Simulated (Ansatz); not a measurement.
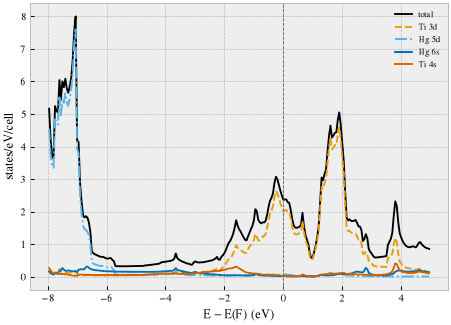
Figure. Total and projected density of states of TiHg (L1₀ or tetragonal B2, P4/mmm), LDA (plane waves, PAW; program Ansatz)

Task: Which orbitals carry the states next to the Fermi level?

Result: Within 0.5 eV of the Fermi level: Ti 3d 85 %, outside the projected shells 10 %. Projections are on Löwdin-orthogonalised atomic valence shells; empty p or d shells of many metals are not among them.

Task: Where is the tallest occupied peak in this window, and what makes it?

Result: Near -7.1 eV, about 8.0 states/eV per cell; the largest projected share is Hg 5d.

The workflow started from an entry of the Crystallography Open Database (COD). Its standing as an ambient phase is unchecked. The LDA relaxation kept the symmetry of its start; of distortions, only those at the zone centre were tested. No spin polarisation was allowed. Spin–orbit coupling is left out wherever it is not named.

Potentials: the later of the program's two PAW sets.
